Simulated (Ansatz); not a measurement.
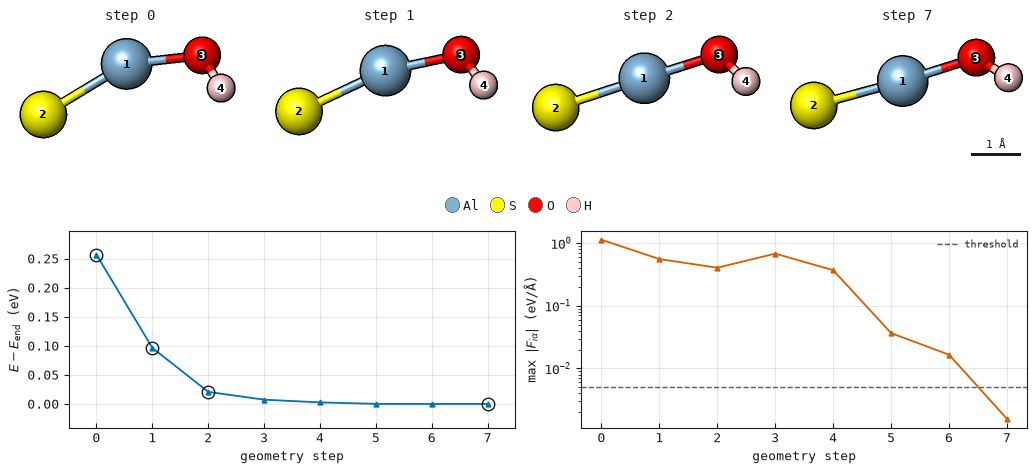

Frames of a relaxation of AlHSO, marked on the history of the run. Style: ball-and-stick. Shown at a tilt.

It is one of the separated products of a reaction.

Theory: RKS PBE0-D4/def2-TZVP in Ansatz 0.2.0.

Input file:
```yaml
crystal:
  periodic: [false, false, false]
  atoms:
    - {symbol: Al, position_ang: [-0.839927, -0.207268, -0.332916]}
    - {symbol: S, position_ang: [-1.515891, -1.998697, -1.002263]}
    - {symbol: O, position_ang: [-1.056090, 1.449204, 0.003864]}
    - {symbol: H, position_ang: [-1.885570, 1.894379, -0.164352]}
basis:
  gaussian: {orbitals: def2-TZVP}
hamiltonian: {xc: pbe0, dispersion: d4}
relax: {f_tol: 0.005, max_steps: 200}
```

Launched with:
```bash
ansatz run in.yaml --threads 4 --pin off --events-out ev --progress --plain --max-ram 9574MiB
```

### What happens along the run?

The largest move after the best rigid fit is that of Al1, 0.40 Å. Largest moves by element: Al 0.40 Å, H 0.30 Å, S 0.28 Å, O 0.08 Å. Among the contacts that change: Al1–O3 1.704 → 1.665 Å, Al1–S2 2.028 → 2.001 Å. Among the angles between lasting bonds that change: S2–Al1–O3 151.8° → 177.5°, Al1–O3–H4 121.9° → 132.5°. Over 7 geometry steps the energy falls by 0.257 eV. Largest force component: 1.1 eV/Å at the start, 0.0016 eV/Å at the end. Cost: 7.5 s on 4 threads of Arm Neoverse V1, with other jobs on the host. From step 0 to 1: Al1 moves most (0.16 Å), energy −0.160 eV. From step 1 to 2: Al1 moves most (0.18 Å), energy −0.076 eV. From step 2 to 7: H4 moves most (0.11 Å), energy −0.021 eV.

```csv
step,"E − E(0), eV","largest force component, eV/Å"
0,0.0000,1.1323
1,-0.1604,0.5561
2,-0.2361,0.4048
3,-0.2495,0.6793
4,-0.2542,0.3695
5,-0.2567,0.0366
6,-0.2569,0.0166
7,-0.2569,0.0016
```
